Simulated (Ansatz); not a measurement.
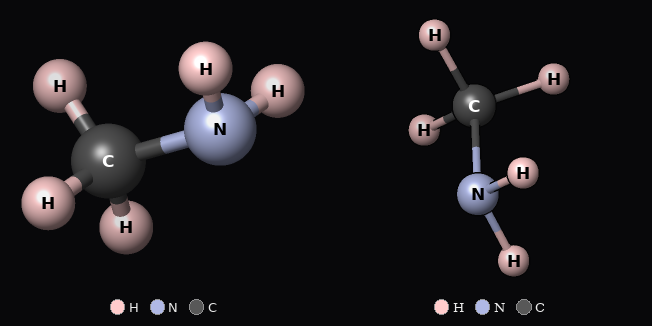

Both panels show the same species.

The geometry was computed by an optimisation with PBE0-D4/def2-TZVP.

Question: Which formula does it have?

Answer: CH5N, 7 atoms: 1 carbon, 5 hydrogen and 1 nitrogen.

Question: How many atoms are distinct by symmetry?

Answer: 5: 2 H, 1 N, 1 C, 2 H, 1 H.

Question: Give the symmetry (Schoenflies symbol).

Answer: Cs.

The parts below concern this one geometry. Atoms keep their numbers from picture to picture.

**Geometry**

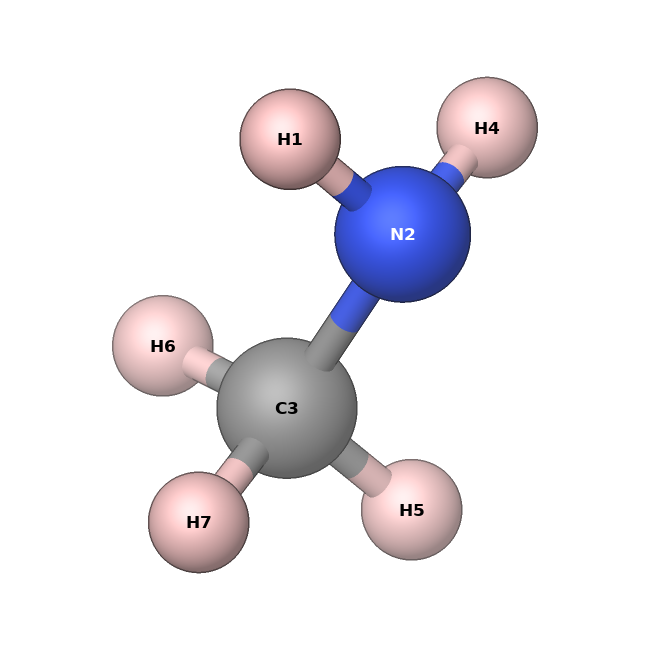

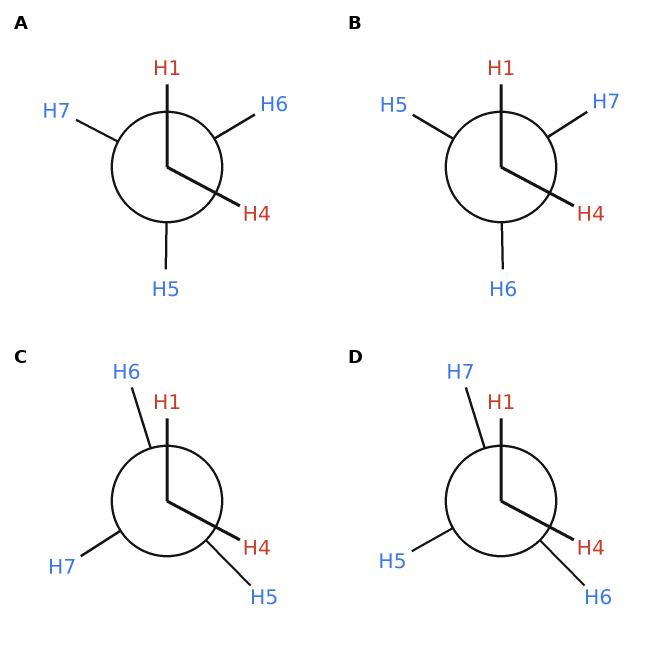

Distant atoms are faded towards the background colour. Bonds that would overlap in a projection are set slightly apart.

Question: Which Newman projection shows the view along N2–C3, with N2 in front?

Answer: A. The torsion angle H1–N2–C3–H5 is −179°, antiperiplanar (anti).

**Electronic properties**

Properties computed with RKS PBE0-D4/def2-TZVP (Ansatz 0.2.0).

Question: Estimate the harmonic zero-point energy.

Answer: 168.5 kJ/mol.

Question: Estimate the dispersion correction.

Answer: −4.4 kJ/mol.

Question: What is the dipole moment?

Answer: 1.35 D.

**Thermal motion**

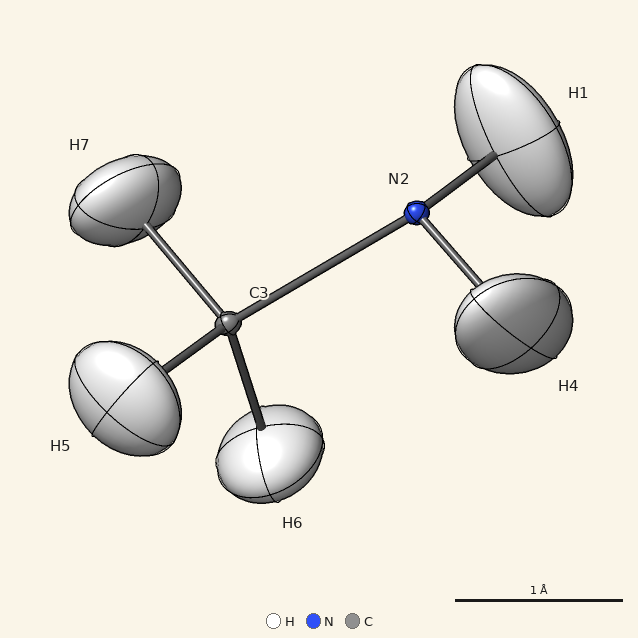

Displacement ellipsoids at the 50 % level, enlarged 2 times, from the internal vibrations of the free molecule (harmonic, no overall translation or rotation; no half-axis is drawn under 0.075 Å). Vibrations computed with RKS PBE0-D4/def2-TZVP (Ansatz 0.2.0). Temperature: 200 K.

Question: Which atom has the largest mean-square displacement?

Answer: H1, H4, with U_eq = 0.0150 Å².

Question: Does H1 move more along its bond or across it?

Answer: Across it: the root-mean-square amplitude is 0.068 Å along the bond and up to 0.167 Å across, since bending and torsion are softer than stretching.

Give the displacement parameters, one line for each set of equivalent atoms.

```
  atom  U_eq (Å²)   rms amplitudes (Å)
H1, H4     0.0150  0.067, 0.112, 0.167
    N2    0.00036  0.015, 0.016, 0.025
    C3    0.00044  0.017, 0.017, 0.027
H5, H7     0.0110  0.072, 0.108, 0.127
    H6     0.0102  0.073, 0.109, 0.116
```

**Vibrations**

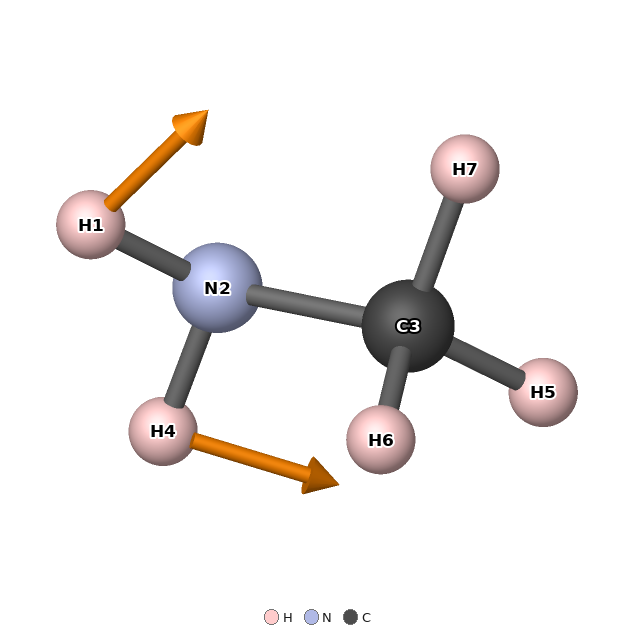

The arrows show one normal mode. Harmonic vibrations computed with RKS PBE0-D4/def2-TZVP (Ansatz 0.2.0) at a stationary point of the same level.

Question: What kind of motion is it?

Answer: Mostly H–N–H bending.

Question: Estimate its harmonic wavenumber.

Answer: 1664 cm⁻¹; it is mode 10 of 15 counted from the lowest.

**Charges**

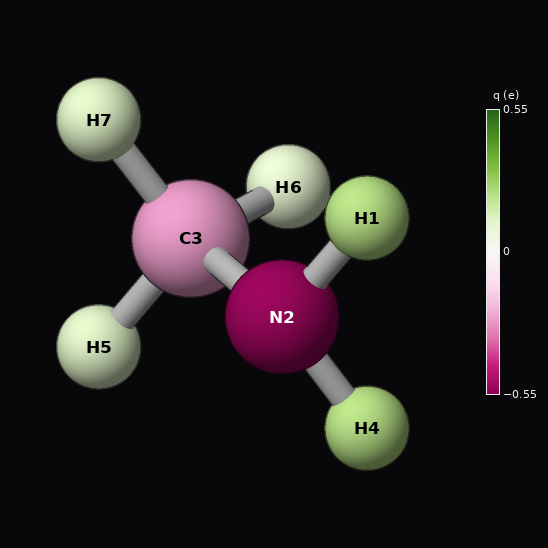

Atoms are coloured by their Mulliken charges. Level of theory: RKS PBE0-D4/def2-TZVP (Ansatz 0.2.0).

List the Mulliken charges.

```
atom  value (e)
  H1       0.22
  N2      −0.52
  C3      −0.27
  H4       0.22
  H5       0.12
  H6       0.10
  H7       0.12
```

Mulliken values depend strongly on the basis set and can even reverse the polarity of a bond.
